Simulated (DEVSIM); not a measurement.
System: abrupt CdTe p-n junction, at 300 K.

| layer (left to right) | material | thickness (μm) | Nd (cm⁻³) | Na (cm⁻³) | τn (s) | τp (s) |
|---|---|---|---|---|---|---|
| 1 | CdTe | 0.150 | - | 3.2e17 | 7.9e-10 | 7.9e-10 |
| 2 | CdTe | 15.0 | 1.4e16 | - | 7.9e-10 | 7.9e-10 |

Left contact: ohmic. Right contact: ohmic. Voltage is applied to the left contact. Recombination: SRH at mid-gap, radiative, Auger. Mobility is constant in doping.

Constants are typed, rounded textbook-type inputs, not results; the design itself was drawn at random and stands for no fabricated device. Values at 300 K.

```tsv
parameter	CdTe
gap (eV)	1.5
affinity (eV)	4.28
permittivity	10.2
Nc (cm⁻³)	8e17
Nv (cm⁻³)	1.8e19
μn (cm²/Vs)	1000
μp (cm²/Vs)	80
B (cm³/s)	1e-10
Cn (cm⁶/s)	1e-30
Cp (cm⁶/s)	1e-30
```

Model (solved in DEVSIM): 1D drift-diffusion, Boltzmann statistics, complete ionisation; no tunnelling, impact ionisation, image-force lowering or self-heating.

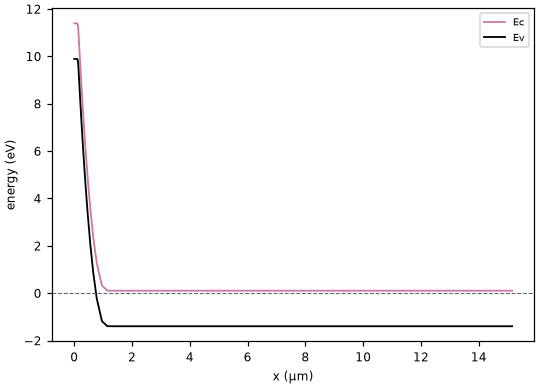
Fig. 1. Band edges at -10.0 V on the left contact

Energies count from the Fermi level of the right contact; mesh points crowd at the junctions.

```json
[
 {"x (μm)": "0.000", "Ec (eV)": "11.396", "Ev (eV)": "9.896", "n (cm⁻³)": "< 1e2", "p (cm⁻³)": "3.2e17", "field (V/cm)": "≈ 0"},
 {"x (μm)": "0.01981", "Ec (eV)": "11.396", "Ev (eV)": "9.896", "n (cm⁻³)": "< 1e2", "p (cm⁻³)": "3.2e17", "field (V/cm)": "≈ 0"},
 {"x (μm)": "0.05051", "Ec (eV)": "11.396", "Ev (eV)": "9.896", "n (cm⁻³)": "< 1e2", "p (cm⁻³)": "3.2e17", "field (V/cm)": "≈ 0"},
 {"x (μm)": "0.09183", "Ec (eV)": "11.395", "Ev (eV)": "9.895", "n (cm⁻³)": "< 1e2", "p (cm⁻³)": "3.0e17", "field (V/cm)": "-1900"},
 {"x (μm)": "0.1330", "Ec (eV)": "11.209", "Ev (eV)": "9.709", "n (cm⁻³)": "< 1e2", "p (cm⁻³)": "2.3e14", "field (V/cm)": "-140000"},
 {"x (μm)": "0.1510", "Ec (eV)": "10.875", "Ev (eV)": "9.375", "n (cm⁻³)": "< 1e2", "p (cm⁻³)": "5.6e8", "field (V/cm)": "-230000"},
 {"x (μm)": "0.1740", "Ec (eV)": "10.350", "Ev (eV)": "8.850", "n (cm⁻³)": "< 1e2", "p (cm⁻³)": "2300", "field (V/cm)": "-230000"},
 {"x (μm)": "0.2436", "Ec (eV)": "8.841", "Ev (eV)": "7.341", "n (cm⁻³)": "< 1e2", "p (cm⁻³)": "2300", "field (V/cm)": "-210000"},
 {"x (μm)": "0.3516", "Ec (eV)": "6.739", "Ev (eV)": "5.239", "n (cm⁻³)": "< 1e2", "p (cm⁻³)": "2200", "field (V/cm)": "-180000"},
 {"x (μm)": "0.5587", "Ec (eV)": "3.519", "Ev (eV)": "2.019", "n (cm⁻³)": "190", "p (cm⁻³)": "1800", "field (V/cm)": "-130000"},
 {"x (μm)": "0.9558", "Ec (eV)": "0.324", "Ev (eV)": "-1.176", "n (cm⁻³)": "2.9e12", "p (cm⁻³)": "< 1e2", "field (V/cm)": "-31000"},
 {"x (μm)": "2.076", "Ec (eV)": "0.105", "Ev (eV)": "-1.395", "n (cm⁻³)": "1.4e16", "p (cm⁻³)": "< 1e2", "field (V/cm)": "≈ 0"},
 {"x (μm)": "3.866", "Ec (eV)": "0.105", "Ev (eV)": "-1.395", "n (cm⁻³)": "1.4e16", "p (cm⁻³)": "< 1e2", "field (V/cm)": "≈ 0"},
 {"x (μm)": "7.297", "Ec (eV)": "0.105", "Ev (eV)": "-1.395", "n (cm⁻³)": "1.4e16", "p (cm⁻³)": "< 1e2", "field (V/cm)": "≈ 0"},
 {"x (μm)": "11.70", "Ec (eV)": "0.105", "Ev (eV)": "-1.395", "n (cm⁻³)": "1.4e16", "p (cm⁻³)": "< 1e2", "field (V/cm)": "≈ 0"},
 {"x (μm)": "13.36", "Ec (eV)": "0.105", "Ev (eV)": "-1.395", "n (cm⁻³)": "1.4e16", "p (cm⁻³)": "< 1e2", "field (V/cm)": "≈ 0"},
 {"x (μm)": "14.23", "Ec (eV)": "0.105", "Ev (eV)": "-1.395", "n (cm⁻³)": "1.4e16", "p (cm⁻³)": "< 1e2", "field (V/cm)": "≈ 0"},
 {"x (μm)": "14.68", "Ec (eV)": "0.105", "Ev (eV)": "-1.395", "n (cm⁻³)": "1.4e16", "p (cm⁻³)": "< 1e2", "field (V/cm)": "≈ 0"},
 {"x (μm)": "14.97", "Ec (eV)": "0.105", "Ev (eV)": "-1.395", "n (cm⁻³)": "1.4e16", "p (cm⁻³)": "< 1e2", "field (V/cm)": "≈ 0"},
 {"x (μm)": "15.07", "Ec (eV)": "0.105", "Ev (eV)": "-1.395", "n (cm⁻³)": "1.4e16", "p (cm⁻³)": "< 1e2", "field (V/cm)": "≈ 0"},
 {"x (μm)": "15.12", "Ec (eV)": "0.105", "Ev (eV)": "-1.395", "n (cm⁻³)": "1.4e16", "p (cm⁻³)": "< 1e2", "field (V/cm)": "≈ 0"},
 {"x (μm)": "15.15", "Ec (eV)": "0.105", "Ev (eV)": "-1.395", "n (cm⁻³)": "1.4e16", "p (cm⁻³)": "< 1e2", "field (V/cm)": "≈ 0"}
]
```
